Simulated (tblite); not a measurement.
## Geometry relaxation of C4H9NOSi (part 1 of 4)

C4H9NOSi, SMILES O=CN1CCC[SiH2]1, computed with GFN2-xTB geometry optimisation, gas phase (tblite 0.8.0).

It belongs to a series of runs on one base structure; here: H on N replaced by CHO.

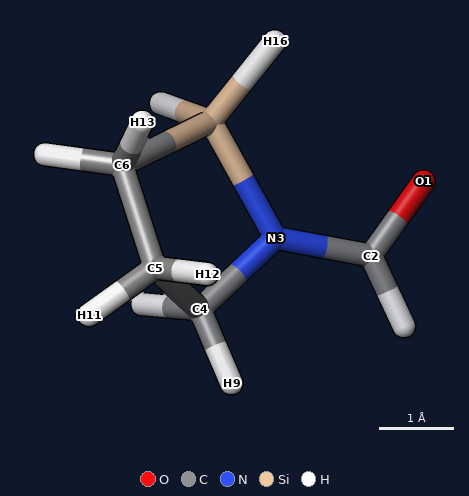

The starting structure (stick view, seen at a tilt; atoms are numbered from 1 in the order of the input). Bond lengths as drawn: C–C 1.48 to 1.50 Å, C–H 1.06 to 1.14 Å, C–N 1.39 to 1.48 Å, C–O 1.28 Å, C–Si 1.89 Å, H–Si 1.46 to 1.47 Å and N–Si 1.82 Å.

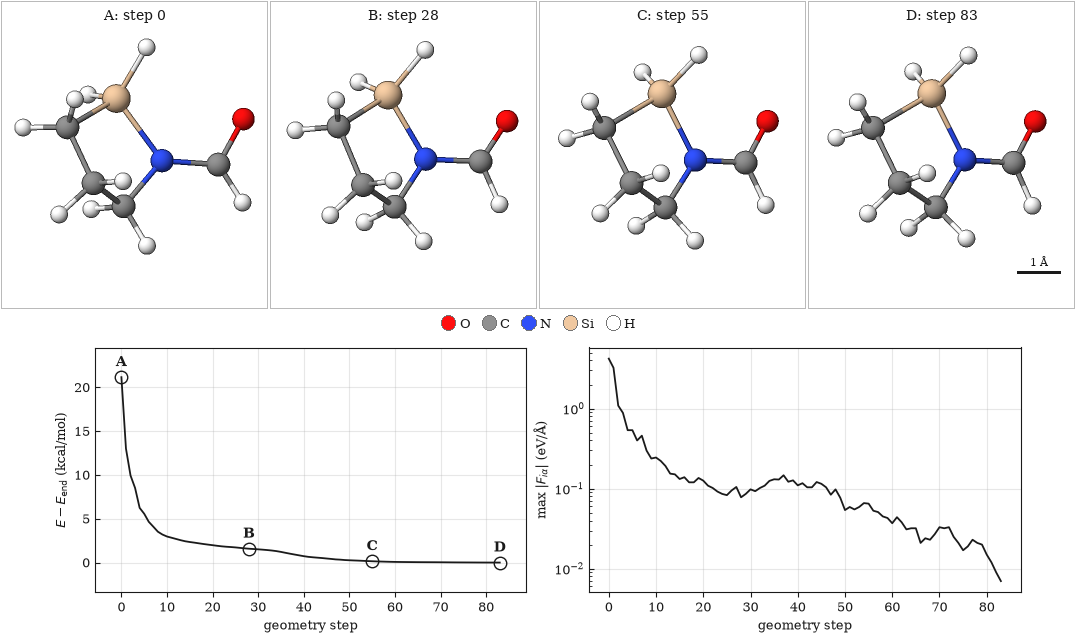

Frames of the relaxation (ball-and-stick view, seen at a tilt) above the curves, on which the letters mark them (steps are counted from 0).

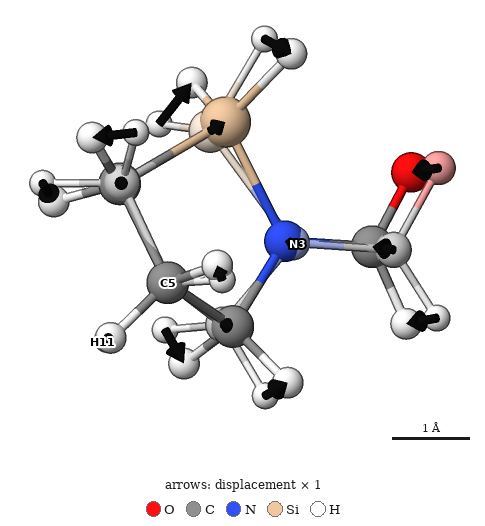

Start (faint) and end (solid) with the displacements as black arrows, at true length (ball-and-stick view, seen at a tilt). The two geometries are laid on each other by the best rigid fit. H15 moves most after the best rigid fit: 0.71 Å. Largest moves by element: H 0.71 Å, O 0.52 Å, C 0.38 Å, Si 0.28 Å, N 0.10 Å. Among the contacts that change: O1–C2 1.282 → 1.210 Å, N3–Si7 1.820 → 1.757 Å, C2–N3 1.393 → 1.333 Å, C5–C6 1.481 → 1.531 Å. Among the angles that change: C4–N3–Si7 102.2° → 115.7°, C2–N3–Si7 128.8° → 119.1°, N3–C2–H8 124.7° → 115.2°. After 83 geometry steps the energy has fallen by 21.2 kcal/mol. Largest force component: 4.2 eV/Å at the start, 0.007 eV/Å at the end. (Atoms are counted from 1 in the order of the input.)

The input that produced these results follows, with the program's output.

The input
```
{"job": {"kind": "relax", "xc": "GFN2-xTB", "basis": "xTB"}, "charge": 0, "multiplicity": 1}
O      2.834400     0.818900     1.241900
C      2.382700     0.203900     0.211200
N      1.009300     0.234000    -0.021100
C      0.237500    -0.378700    -1.127600
C     -0.966200    -1.017300    -0.500300
C     -1.692400    -0.065300     0.370900
Si    -0.290200     1.076800     0.934900
H      3.084900    -0.312000    -0.392400
H      0.861700    -1.068100    -1.712300
H     -0.133300     0.504300    -1.703000
H     -1.656400    -1.361700    -1.334100
H     -0.667600    -1.926900     0.045300
H     -2.009100    -0.629800     1.303600
H     -2.521700     0.474200    -0.081200
H     -0.428300     2.429900     0.377000
H     -0.052700     1.026900     2.375700
```

The first line tells a small driver script what to run in tblite; the rest is the geometry in Å.

Launch command:
```bash
OMP_NUM_THREADS=1 python <driver script> task.json out
```

Log
```
step      E/eV     max force
  0    -595.28169    5.334
  1    -595.63508    4.188
  2    -595.76833    1.099
  3    -595.83012    0.899
  4    -595.92848    0.599
  5    -595.95752    0.575
  6    -595.99737    0.442
  7    -596.02155    0.552
  8    -596.04640    0.419
  9    -596.06045    0.282
 10    -596.07020    0.256
 11    -596.07628    0.231
 12    -596.08237    0.199
 13    -596.08849    0.195
 14    -596.09374    0.191
 15    -596.09743    0.177
 16    -596.10054    0.147
 17    -596.10396    0.128
 18    -596.10730    0.149
 19    -596.11028    0.182
 20    -596.11314    0.163
 21    -596.11611    0.138
 22    -596.11881    0.130
 23    -596.12079    0.106
 24    -596.12231    0.091
 25    -596.12410    0.100
 26    -596.12641    0.124
 27    -596.12878    0.132
 28    -596.13066    0.109
 29    -596.13214    0.103
 30    -596.13362    0.107
 31    -596.13532    0.104
 32    -596.13726    0.105
 33    -596.13953    0.111
 34    -596.14247    0.133
 35    -596.14637    0.171
 36    -596.15091    0.200
 37    -596.15531    0.189
 38    -596.15944    0.141
 39    -596.16350    0.147
 40    -596.16754    0.144
 41    -596.17080    0.137
 42    -596.17302    0.110
 43    -596.17491    0.123
 44    -596.17675    0.174
 45    -596.17896    0.124
 46    -596.18114    0.108
 47    -596.18348    0.107
 48    -596.18473    0.135
 49    -596.18663    0.094
 50    -596.18775    0.058
 51    -596.18867    0.060
 52    -596.18955    0.067
 53    -596.19060    0.071
 54    -596.19167    0.077
 55    -596.19262    0.074
 56    -596.19341    0.072
 57    -596.19413    0.058
 58    -596.19480    0.051
 59    -596.19540    0.044
 60    -596.19587    0.044
 61    -596.19622    0.047
 62    -596.19647    0.047
 63    -596.19669    0.038
 64    -596.19691    0.036
 65    -596.19710    0.036
 66    -596.19725    0.025
 67    -596.19736    0.025
 68    -596.19744    0.025
 69    -596.19755    0.032
 70    -596.19769    0.035
 71    -596.19788    0.035
 72    -596.19809    0.035
 73    -596.19827    0.029
 74    -596.19842    0.025
 75    -596.19852    0.026
 76    -596.19861    0.025
 77    -596.19872    0.026
 78    -596.19884    0.025
 79    -596.19894    0.025
 80    -596.19901    0.019
 81    -596.19906    0.016
 82    -596.19909    0.012
 83    -596.19911    0.008
```

Trajectory as extended XYZ (Å, eV, eV/Å), 50 of the 84 frames kept, from step=0 to step=83
```
16
Properties=species:S:1:pos:R:3:forces:R:3 step=0 energy=-595.28169
O     2.8344    0.8189    1.2419   -1.5090  -1.9210  -3.3510
C     2.3827    0.2039    0.2112   -1.5930   2.8550   4.2140
N     1.0093    0.2340   -0.0211    0.8550  -0.0490   0.2200
C     0.2375   -0.3787   -1.1276    1.0550   1.1460   0.2260
C    -0.9662   -1.0173   -0.5003   -0.9600  -2.1100  -1.9610
C    -1.6924   -0.0653    0.3709    0.0490   0.1590   2.3480
Si   -0.2902    1.0768    0.9349    1.3650   0.3240   0.2350
H     3.0849   -0.3120   -0.3924    0.0470  -0.6450  -0.9820
H     0.8617   -1.0681   -1.7123   -0.2370   0.3140   0.0260
H    -0.1333    0.5043   -1.7030    0.4250  -0.7920  -0.2800
H    -1.6564   -1.3617   -1.3341    0.7010   0.1000   0.6650
H    -0.6676   -1.9269    0.0453   -0.0310   0.3300  -0.0910
H    -2.0091   -0.6298    1.3036   -0.3390   0.7480  -1.1610
H    -2.5217    0.4742   -0.0812    0.0180  -0.3710   0.0480
H    -0.4283    2.4299    0.3770    0.0710  -0.0740   0.0460
H    -0.0527    1.0269    2.3757    0.0820  -0.0120  -0.2030
16
Properties=species:S:1:pos:R:3:forces:R:3 step=2 energy=-595.76833
O     2.8206    0.8066    1.2171   -0.7180  -0.3080  -0.6950
C     2.3387    0.2312    0.2494    0.5890   0.2580   0.6760
N     1.0177    0.2359   -0.0135   -0.7180   0.1180   0.1140
C     0.2600   -0.3577   -1.1205    0.1230  -0.0610   0.2480
C    -0.9820   -1.0528   -0.5342    0.2940   0.3600   0.2810
C    -1.6861   -0.0627    0.4129    0.5700   0.0360  -0.2470
Si   -0.2572    1.0826    0.9383    0.6420   0.1150   0.1050
H     3.0743   -0.3219   -0.4103   -1.0900   0.1130  -0.0800
H     0.8570   -1.0595   -1.7117    0.0400   0.2840   0.0110
H    -0.1225    0.4867   -1.7113    0.3290  -0.3020  -0.3440
H    -1.6448   -1.3622   -1.3248   -0.1380  -0.2370  -0.3430
H    -0.6680   -1.9215    0.0429    0.0280  -0.0820  -0.0950
H    -2.0204   -0.6149    1.2814   -0.5460   0.0700  -0.0010
H    -2.5189    0.4639   -0.0775    0.3120  -0.3490   0.3060
H    -0.4263    2.4284    0.3782    0.1040  -0.0270   0.0320
H    -0.0498    1.0268    2.3723    0.1780   0.0120   0.0320
16
Properties=species:S:1:pos:R:3:forces:R:3 step=3 energy=-595.83012
O     2.8136    0.8075    1.2157   -0.5390  -0.2260  -0.5170
C     2.3401    0.2300    0.2509   -0.0970   0.3040   0.5460
N     1.0067    0.2383   -0.0105    0.0110   0.0430   0.1430
C     0.2638   -0.3572   -1.1160   -0.0580  -0.0390   0.0930
C    -0.9786   -1.0493   -0.5320    0.1190   0.1060   0.0050
C    -1.6767   -0.0622    0.4119    0.4120   0.0270  -0.0120
Si   -0.2445    1.0845    0.9397    0.3340   0.1320   0.1410
H     3.0561   -0.3206   -0.4125   -0.8840   0.0130  -0.1640
H     0.8572   -1.0544   -1.7115    0.1210   0.2010   0.0270
H    -0.1167    0.4807   -1.7173    0.2980  -0.2590  -0.3190
H    -1.6462   -1.3659   -1.3296    0.0480  -0.1170  -0.1150
H    -0.6675   -1.9224    0.0412    0.0390  -0.0630  -0.0880
H    -2.0297   -0.6128    1.2798   -0.4060   0.1170  -0.0770
H    -2.5138    0.4577   -0.0725    0.2960  -0.2480   0.2240
H    -0.4246    2.4279    0.3789    0.1100  -0.0040   0.0340
H    -0.0468    1.0271    2.3726    0.1960   0.0130   0.0790
16
Properties=species:S:1:pos:R:3:forces:R:3 step=5 energy=-595.95752
O     2.7815    0.8129    1.2100    0.0220   0.1560   0.2300
C     2.3112    0.2338    0.2625   -0.3690   0.0350  -0.1160
N     0.9902    0.2434    0.0013    0.0740  -0.0750  -0.1400
C     0.2713   -0.3553   -1.1037   -0.1390  -0.1180  -0.2710
C    -0.9691   -1.0474   -0.5354   -0.0230  -0.1660  -0.0490
C    -1.6367   -0.0604    0.4215   -0.1150  -0.0840   0.1640
Si   -0.2027    1.0980    0.9534   -0.5380   0.0550   0.1950
H     2.9661   -0.3211   -0.4321   -0.2940  -0.1580  -0.2180
H     0.8671   -1.0327   -1.7083    0.3300  -0.1020   0.0910
H    -0.0855    0.4522   -1.7500    0.1080   0.0520  -0.1780
H    -1.6409   -1.3780   -1.3407    0.2180   0.1230   0.1730
H    -0.6639   -1.9268    0.0316    0.0890  -0.0810  -0.0670
H    -2.0708   -0.5979    1.2667    0.0710   0.0390  -0.0070
H    -2.4850    0.4323   -0.0508    0.1870   0.1950  -0.0950
H    -0.4134    2.4275    0.3825    0.1290   0.1030   0.0280
H    -0.0270    1.0285    2.3799    0.2470   0.0260   0.2580
16
Properties=species:S:1:pos:R:3:forces:R:3 step=7 energy=-596.02155
O     2.7571    0.8227    1.2144   -0.0540  -0.0860  -0.1330
C     2.2776    0.2419    0.2679   -0.0120  -0.0040  -0.1350
N     0.9707    0.2442   -0.0017   -0.4590   0.2840   0.1150
C     0.2689   -0.3628   -1.1148    0.1730   0.0330  -0.0740
C    -0.9612   -1.0550   -0.5359    0.0480   0.0290   0.0900
C    -1.6199   -0.0664    0.4352   -0.2010  -0.1060  -0.1130
Si   -0.2150    1.1089    0.9774   -0.1510  -0.1670   0.0420
H     2.8845   -0.3325   -0.4597    0.0320  -0.0340   0.0360
H     0.8998   -1.0280   -1.6988    0.2150  -0.2020   0.1190
H    -0.0575    0.4381   -1.7854   -0.0400   0.0460  -0.0780
H    -1.6243   -1.3775   -1.3379   -0.0680   0.0470   0.0140
H    -0.6538   -1.9372    0.0202    0.1320  -0.1230   0.0050
H    -2.0922   -0.5879    1.2611    0.1260  -0.1670   0.1860
H    -2.4522    0.4329   -0.0453    0.0040   0.3250  -0.2450
H    -0.3957    2.4357    0.3876    0.0770   0.0840   0.0810
H     0.0058    1.0317    2.4043    0.1770   0.0410   0.0910
16
Properties=species:S:1:pos:R:3:forces:R:3 step=8 energy=-596.04640
O     2.7462    0.8244    1.2129   -0.0710  -0.1690  -0.2660
C     2.2609    0.2462    0.2661   -0.0280  -0.0040  -0.1020
N     0.9531    0.2514   -0.0016   -0.2990   0.2820   0.0830
C     0.2703   -0.3659   -1.1237    0.2100   0.1040   0.1140
C    -0.9567   -1.0585   -0.5336    0.0680   0.0480   0.0220
C    -1.6211   -0.0724    0.4380   -0.1520  -0.0380  -0.1490
Si   -0.2309    1.1091    0.9901    0.0780  -0.0900   0.0360
H     2.8524   -0.3393   -0.4708    0.0720   0.0500   0.1430
H     0.9220   -1.0335   -1.6909    0.0660  -0.1070   0.1850
H    -0.0473    0.4350   -1.8025   -0.0530  -0.0610  -0.0350
H    -1.6181   -1.3746   -1.3347   -0.1720  -0.0230  -0.0540
H    -0.6453   -1.9453    0.0154    0.1150  -0.0560   0.0080
H    -2.0955   -0.5890    1.2647    0.0640  -0.1880   0.1370
H    -2.4378    0.4448   -0.0515   -0.0410   0.2200  -0.2070
H    -0.3856    2.4422    0.3922    0.0350  -0.0090   0.1470
H     0.0257    1.0344    2.4185    0.1070   0.0400  -0.0610
16
Properties=species:S:1:pos:R:3:forces:R:3 step=10 energy=-596.07020
O     2.7368    0.8192    1.2018    0.0180  -0.0610  -0.1080
C     2.2415    0.2492    0.2574   -0.0410   0.0060  -0.0230
N     0.9317    0.2690   -0.0010    0.0870   0.0920  -0.0950
C     0.2780   -0.3640   -1.1264   -0.0480   0.0360   0.1240
C    -0.9510   -1.0612   -0.5331   -0.0230   0.0120  -0.0680
C    -1.6312   -0.0786    0.4348    0.0170   0.0530  -0.0270
Si   -0.2452    1.1063    1.0033    0.0820   0.0380   0.0170
H     2.8318   -0.3431   -0.4733    0.0160   0.0380   0.0770
H     0.9439   -1.0434   -1.6729   -0.0510   0.0530   0.2450
H    -0.0420    0.4292   -1.8176   -0.0080  -0.1590  -0.0120
H    -1.6200   -1.3724   -1.3326   -0.0930  -0.0570  -0.0260
H    -0.6325   -1.9534    0.0113    0.0420   0.0810  -0.0320
H    -2.0931   -0.5990    1.2725   -0.0170  -0.0660  -0.1040
H    -2.4281    0.4660   -0.0677   -0.0160  -0.0230  -0.0520
H    -0.3757    2.4466    0.4048   -0.0190  -0.0630   0.1930
H     0.0476    1.0387    2.4272    0.0530   0.0190  -0.1060
16
Properties=species:S:1:pos:R:3:forces:R:3 step=12 energy=-596.08237
O     2.7346    0.8139    1.1912    0.0890   0.0830   0.1140
C     2.2310    0.2500    0.2503    0.0550   0.0160   0.0140
N     0.9243    0.2851   -0.0059    0.1110   0.0070  -0.0990
C     0.2789   -0.3608   -1.1202   -0.1600  -0.0570  -0.0530
C    -0.9508   -1.0611   -0.5366   -0.0950   0.0060  -0.0020
C    -1.6346   -0.0782    0.4313    0.0570   0.0360   0.0240
Si   -0.2454    1.1060    1.0095   -0.0570  -0.0030  -0.0220
H     2.8240   -0.3428   -0.4697    0.0140  -0.0610  -0.0740
H     0.9509   -1.0451   -1.6475    0.0010   0.0090   0.1610
H    -0.0404    0.4158   -1.8260   -0.0150  -0.0720  -0.0630
H    -1.6273   -1.3754   -1.3334    0.0290  -0.0230   0.0320
H    -0.6238   -1.9516    0.0074   -0.0200   0.0930  -0.0280
H    -2.0933   -0.6082    1.2685   -0.0400   0.0330  -0.1920
H    -2.4249    0.4742   -0.0789    0.0200  -0.1030   0.0380
H    -0.3728    2.4453    0.4242   -0.0490   0.0470   0.1420
H     0.0619    1.0419    2.4245    0.0610  -0.0110   0.0090
16
Properties=species:S:1:pos:R:3:forces:R:3 step=14 energy=-596.09374
O     2.7346    0.8132    1.1851    0.0550   0.0760   0.0940
C     2.2233    0.2535    0.2457    0.1060   0.0260   0.0170
N     0.9191    0.3047   -0.0166    0.0060   0.0070   0.0030
C     0.2717   -0.3609   -1.1169    0.0170  -0.0220  -0.1060
C    -0.9554   -1.0600   -0.5396   -0.0190   0.0180   0.0460
C    -1.6326   -0.0760    0.4286   -0.0080  -0.0140  -0.0130
Si   -0.2472    1.1057    1.0163   -0.0360  -0.0390  -0.0170
H     2.8092   -0.3474   -0.4729    0.0360  -0.0720  -0.0840
H     0.9609   -1.0467   -1.6088    0.0410  -0.1180  -0.0140
H    -0.0379    0.3948   -1.8436   -0.0450   0.0290  -0.1140
H    -1.6331   -1.3809   -1.3330    0.0470   0.0050   0.0370
H    -0.6151   -1.9447    0.0009   -0.0650   0.0050   0.0460
H    -2.0998   -0.6154    1.2512   -0.0780   0.0410  -0.0730
H    -2.4177    0.4756   -0.0876   -0.0170  -0.0440   0.0380
H    -0.3722    2.4488    0.4559   -0.0850   0.1510   0.0800
H     0.0844    1.0446    2.4237    0.0450  -0.0490   0.0610
16
Properties=species:S:1:pos:R:3:forces:R:3 step=15 energy=-596.09743
O     2.7357    0.8147    1.1848    0.0210   0.0280   0.0120
C     2.2231    0.2557    0.2450    0.0720   0.0210  -0.0010
N     0.9180    0.3117   -0.0209   -0.0080   0.0110   0.0260
C     0.2691   -0.3616   -1.1183    0.1050   0.0120  -0.0650
C    -0.9575   -1.0592   -0.5397    0.0500   0.0180   0.0250
C    -1.6319   -0.0755    0.4274   -0.0310  -0.0170  -0.0240
Si   -0.2489    1.1049    1.0186    0.0130  -0.0060  -0.0020
H     2.8044   -0.3508   -0.4762    0.0310  -0.0290  -0.0260
H     0.9655   -1.0500   -1.5949    0.0230  -0.1320  -0.0700
H    -0.0379    0.3877   -1.8529   -0.0310   0.0230  -0.0990
H    -1.6339   -1.3828   -1.3319    0.0260   0.0070   0.0210
H    -0.6136   -1.9419   -0.0004   -0.0670  -0.0290   0.0760
H    -2.1042   -0.6169    1.2428   -0.0920   0.0190   0.0050
H    -2.4153    0.4748   -0.0897   -0.0470   0.0040   0.0100
H    -0.3740    2.4538    0.4696   -0.0920   0.1300   0.0770
H     0.0938    1.0443    2.4249    0.0260  -0.0610   0.0350
16
Properties=species:S:1:pos:R:3:forces:R:3 step=17 energy=-596.10396
O     2.7406    0.8182    1.1848   -0.0190  -0.0460  -0.1140
C     2.2278    0.2601    0.2435   -0.0370   0.0060  -0.0330
N     0.9198    0.3218   -0.0270    0.0060   0.0090  -0.0040
C     0.2707   -0.3619   -1.1236    0.1200   0.0130   0.0340
C    -0.9575   -1.0569   -0.5392    0.1050   0.0010  -0.0180
C    -1.6332   -0.0746    0.4242   -0.0320   0.0190  -0.0040
Si   -0.2505    1.1045    1.0209    0.0570   0.0680   0.0130
H     2.8031   -0.3566   -0.4808    0.0020   0.0600   0.0780
H     0.9716   -1.0629   -1.5788   -0.0290  -0.0560  -0.1110
H    -0.0404    0.3780   -1.8709    0.0580  -0.0540  -0.0100
H    -1.6338   -1.3852   -1.3288    0.0160   0.0100  -0.0080
H    -0.6165   -1.9385    0.0032   -0.0380  -0.0350   0.0800
H    -2.1160   -0.6181    1.2303   -0.0690  -0.0010   0.0800
H    -2.4166    0.4735   -0.0924   -0.0540   0.0630  -0.0400
H    -0.3842    2.4682    0.4960   -0.0800   0.0150   0.0890
H     0.1077    1.0394    2.4272   -0.0050  -0.0740  -0.0330
16
Properties=species:S:1:pos:R:3:forces:R:3 step=19 energy=-596.11028
O     2.7463    0.8202    1.1798   -0.0050  -0.0130  -0.0790
C     2.2317    0.2639    0.2392   -0.0770   0.0020  -0.0270
N     0.9230    0.3310   -0.0331   -0.0010   0.0070  -0.0550
C     0.2794   -0.3624   -1.1275   -0.0310  -0.0670   0.0540
C    -0.9520   -1.0546   -0.5389   -0.0070  -0.0130   0.0230
C    -1.6372   -0.0721    0.4211   -0.0040   0.0480   0.0200
Si   -0.2489    1.1076    1.0220   -0.0080   0.0320  -0.0060
H     2.8063   -0.3584   -0.4801   -0.0110   0.0570   0.0540
H     0.9739   -1.0794   -1.5737   -0.0410   0.0540  -0.0760
H    -0.0395    0.3664   -1.8869    0.1360  -0.1000   0.0690
H    -1.6313   -1.3862   -1.3259    0.0540   0.0180  -0.0140
H    -0.6232   -1.9368    0.0131    0.0090   0.0170   0.0290
H    -2.1310   -0.6179    1.2231    0.0220   0.0450   0.0280
H    -2.4227    0.4757   -0.0969    0.0250   0.0500  -0.0400
H    -0.4011    2.4838    0.5265   -0.0480  -0.0610   0.0770
H     0.1186    1.0284    2.4268   -0.0120  -0.0770  -0.0570
16
Properties=species:S:1:pos:R:3:forces:R:3 step=20 energy=-596.11314
O     2.7482    0.8206    1.1751    0.0040   0.0330  -0.0160
C     2.2305    0.2656    0.2361   -0.0490   0.0070  -0.0110
N     0.9231    0.3360   -0.0369   -0.0160   0.0070  -0.0530
C     0.2833   -0.3643   -1.1278   -0.0920  -0.0910   0.0330
C    -0.9493   -1.0540   -0.5381   -0.0730  -0.0120   0.0540
C    -1.6390   -0.0699    0.4203    0.0080   0.0430   0.0150
Si   -0.2481    1.1099    1.0228   -0.0460  -0.0220  -0.0200
H     2.8058   -0.3577   -0.4785   -0.0050   0.0180  -0.0010
H     0.9745   -1.0855   -1.5732   -0.0260   0.0690  -0.0400
H    -0.0349    0.3580   -1.8931    0.1260  -0.0780   0.0670
H    -1.6288   -1.3862   -1.3251    0.0640   0.0160  -0.0110
H    -0.6255   -1.9360    0.0182    0.0230   0.0360   0.0100
H    -2.1376   -0.6168    1.2210    0.0620   0.0760  -0.0100
H    -2.4242    0.4785   -0.1003    0.0640   0.0300  -0.0270
H    -0.4096    2.4893    0.5426   -0.0350  -0.0550   0.0570
H     0.1240    1.0215    2.4254   -0.0080  -0.0770  -0.0460
```
